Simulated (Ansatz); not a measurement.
B₂H₈P₂

The calculation's input:

```
crystal:
  periodic: [false, false, false]
  atoms:
    - {symbol: B, position_ang: [-1.430886, 0.083074, -0.165194]}
    - {symbol: H, position_ang: [-1.947629, 0.783272, -1.022641]}
    - {symbol: H, position_ang: [-2.214900, -0.537185, 0.536806]}
    - {symbol: P, position_ang: [-0.041104, 1.043485, 0.880821]}
    - {symbol: B, position_ang: [1.431698, -0.078804, 0.160170]}
    - {symbol: H, position_ang: [1.965285, -0.773355, 1.011671]}
    - {symbol: H, position_ang: [2.201360, 0.548855, -0.551318]}
    - {symbol: P, position_ang: [0.040381, -1.047297, -0.876326]}
    - {symbol: H, position_ang: [-0.202952, 1.035454, 2.299840]}
    - {symbol: H, position_ang: [0.064474, 2.449412, 0.652418]}
    - {symbol: H, position_ang: [-0.066977, -2.450172, -0.630769]}
    - {symbol: H, position_ang: [0.201260, -1.056748, -2.295467]}
basis:
  gaussian: {orbitals: def2-TZVP, initial_orbitals: start.molden}
hamiltonian: {xc: pbe0, dispersion: d4}
scf: {omitted_lower_state_checks: [starts]}
output: {forces: true, orbitals: {seedname: orbitals}}
```

Launched as:

```sh
ansatz run in.yaml --threads 4 --pin off --events-out ev --progress --plain --max-ram 3916MiB
```

Geometry: PBE-D4/def2-SVP.

Method: Ansatz, RKS PBE0-D4/def2-TZVP.

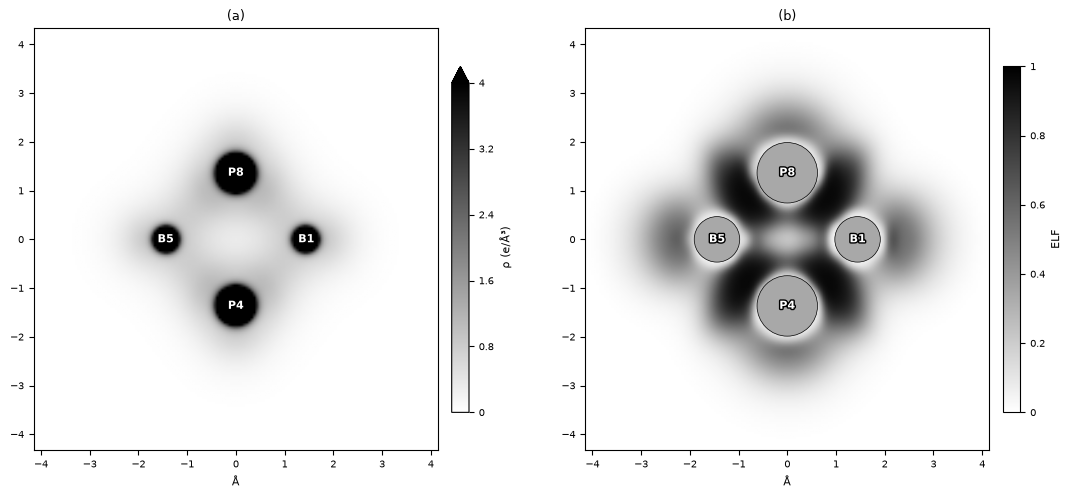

Figure 1. (a) electron density; (b) electron localisation function on the plane of atoms P4, B5 and P8. Grey discs cover the atomic cores in the ELF map.

Question: Read the bonding off the picture.

Answer:
- The plane passes through B and P nuclei.
- B–P (1.99 Å): ρ at the midpoint is about 0.88 e/Å³, with its minimum of 0.78 e/Å³ about 0.6 Å from B; the ELF peaks at about 0.95 between the atoms, as expected for a shared electron pair.

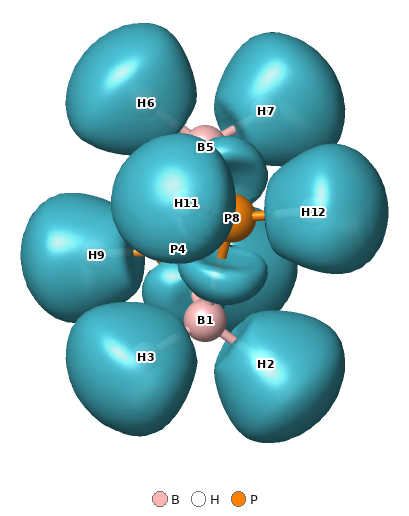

Figure 2. Isosurface of the ELF at 0.75 (cyan), seen at an oblique angle. Core shells and regions of very low density are left out.

Question: What do the ELF domains correspond to?

Answer: At this value the surface marks out four regions between bonded B–P atoms (shared pairs) and eight regions around hydrogen nuclei.


 B–H (1.22 Å): the ELF climbs to about 1 towards the hydrogen, as it does in any bond to H: a covalent bond by its length.

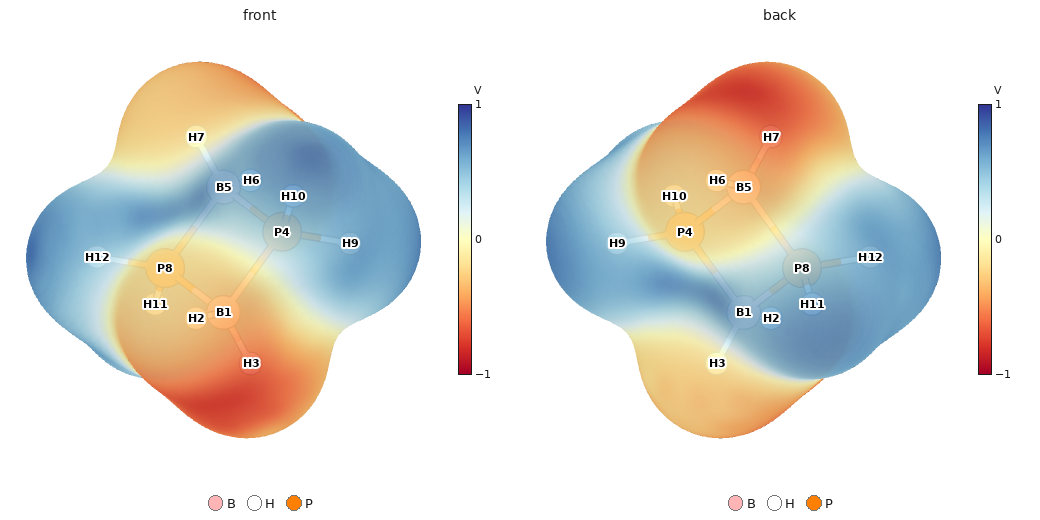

Figure 3. The electrostatic potential painted on the density surface at 0.001 e/bohr³, seen from the front and from behind; red is negative and blue positive.

Question: Which sites attract a positive test charge, and which a negative one?

Answer: A positive charge is drawn to the negative regions and a negative charge to the positive ones. The most negative region (about −0.8 V) lies over H2, the most positive (about +0.8 V) over H9, H10, H11 and H12.
